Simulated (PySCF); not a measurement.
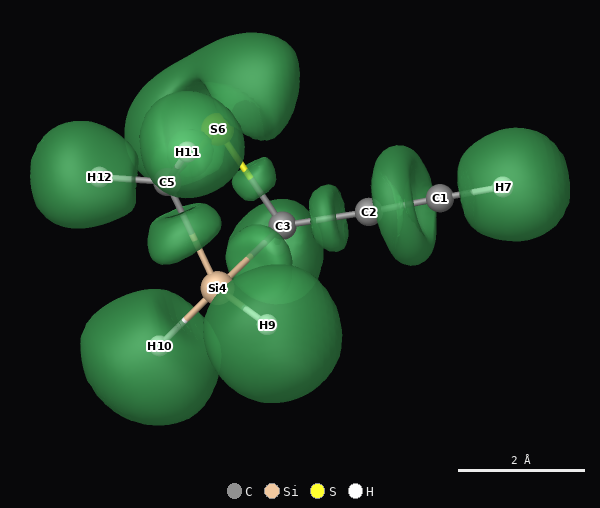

C4H6SSi (SMILES C#C[C@H]1[SiH2]CS1). Isosurface of the ELF at 0.8 (green), seen at a tilt. Core shells and regions of very low density are left out.

Geometry: GFN2-xTB.

Theory: PBE0/pcSseg-1, SCF density, gas phase, non-relativistic in PySCF.

```json
{"atom": "C", "x (Å)": "2.8137", "y (Å)": "0.1314", "z (Å)": "0.0351"}
{"atom": "C", "x (Å)": "1.7245", "y (Å)": "-0.3044", "z (Å)": "-0.2117"}
{"atom": "C", "x (Å)": "0.3972", "y (Å)": "-0.7488", "z (Å)": "-0.5016"}
{"atom": "Si", "x (Å)": "-0.9225", "y (Å)": "-0.4336", "z (Å)": "0.8715"}
{"atom": "C", "x (Å)": "-1.5695", "y (Å)": "0.9222", "z (Å)": "-0.3083"}
{"atom": "S", "x (Å)": "-0.4780", "y (Å)": "0.3921", "z (Å)": "-1.6911"}
{"atom": "H", "x (Å)": "3.7798", "y (Å)": "0.4828", "z (Å)": "0.2420"}
{"atom": "H", "x (Å)": "0.4186", "y (Å)": "-1.7489", "z (Å)": "-0.9351"}
{"atom": "H", "x (Å)": "-0.3704", "y (Å)": "0.0521", "z (Å)": "2.1317"}
{"atom": "H", "x (Å)": "-1.8438", "y (Å)": "-1.5616", "z (Å)": "0.9908"}
{"atom": "H", "x (Å)": "-1.3377", "y (Å)": "1.9492", "z (Å)": "-0.0352"}
{"atom": "H", "x (Å)": "-2.6107", "y (Å)": "0.8667", "z (Å)": "-0.6142"}
```

Question: Where are the electrons localised?

Answer: The ELF exceeds this value in two regions between bonded C–C atoms (shared pairs), two regions between bonded C–S atoms (shared pairs), two regions between bonded C–Si atoms (shared pairs), six regions around hydrogen nuclei and one region wrapped around S (its lone pairs, merged into a ring or cap). Along the contacts the grid gives the following. C–C (1.20 Å): the ELF peaks at about 0.85 between the atoms; a short, multiple covalent bond. C–S (1.84 Å): the ELF peaks at about 0.90 between the atoms; a shared electron pair.
